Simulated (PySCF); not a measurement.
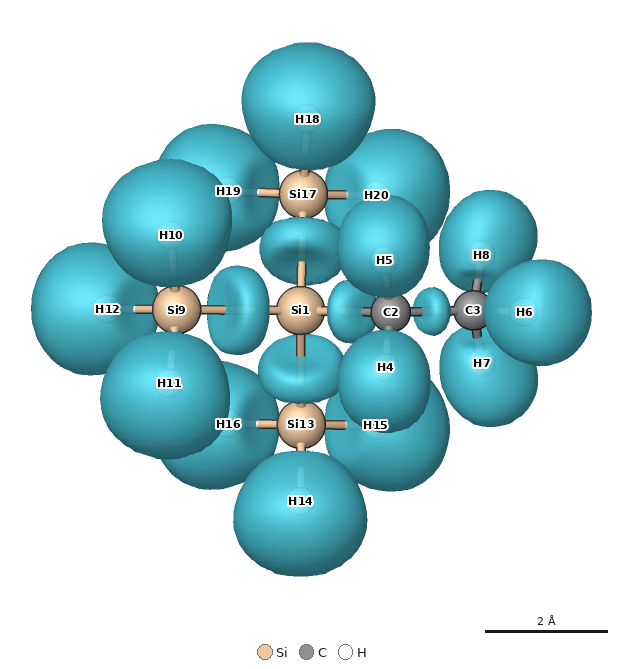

Figure. C₂H₁₄Si₄ (SMILES CC[Si]([SiH3])([SiH3])[SiH3]). Isosurface of the ELF at 0.85 (cyan), seen across its widest extent. Only the valence region is drawn (cores and ρ < 0.01 e/Å³ removed).

Geometry: PBE0-D3(BJ)/def2-SVP.

Level of theory: B3LYP/def2-SVPD, SCF density, gas phase (PySCF).

```yaml
atoms:
  - { symbol: Si, position_ang: [0.2853, 0.0046, -0.2339] }
  - { symbol: C, position_ang: [0.1952, 0.0102, 1.6687] }
  - { symbol: C, position_ang: [-1.2243, 0.0013, 2.2256] }
  - { symbol: H, position_ang: [0.7476, 0.8984, 2.0213] }
  - { symbol: H, position_ang: [0.7626, -0.8648, 2.0295] }
  - { symbol: H, position_ang: [-1.2258, 0.0126, 3.3270] }
  - { symbol: H, position_ang: [-1.8003, 0.8771, 1.8867] }
  - { symbol: H, position_ang: [-1.7813, -0.8936, 1.9055] }
  - { symbol: Si, position_ang: [2.5044, -0.0503, -0.9864] }
  - { symbol: H, position_ang: [3.1915, -1.2906, -0.5052] }
  - { symbol: H, position_ang: [3.2693, 1.1351, -0.4857] }
  - { symbol: H, position_ang: [2.5330, -0.0402, -2.4820] }
  - { symbol: Si, position_ang: [-0.7383, 1.9142, -1.1327] }
  - { symbol: H, position_ang: [-0.0968, 3.1548, -0.5917] }
  - { symbol: H, position_ang: [-2.1966, 1.9575, -0.7976] }
  - { symbol: H, position_ang: [-0.5983, 1.9173, -2.6220] }
  - { symbol: Si, position_ang: [-0.8100, -1.8682, -1.1286] }
  - { symbol: H, position_ang: [-0.2551, -3.1304, -0.5442] }
  - { symbol: H, position_ang: [-0.6209, -1.9069, -2.6121] }
  - { symbol: H, position_ang: [-2.2789, -1.8241, -0.8426] }
```

Describe the localisation domains.

At this value the surface marks out one region between bonded C–C atoms (shared pairs), one region between bonded C–Si atoms (shared pairs), three regions between bonded Si–Si atoms (shared pairs) and 14 regions around hydrogen nuclei. Profiles from the grid: C–C (1.52 Å): the ELF peaks at about 0.95 between the atoms, as expected for localised, covalent bonding. C–Si (1.90 Å): the ELF peaks at about 0.95 between the atoms (a covalent bond).
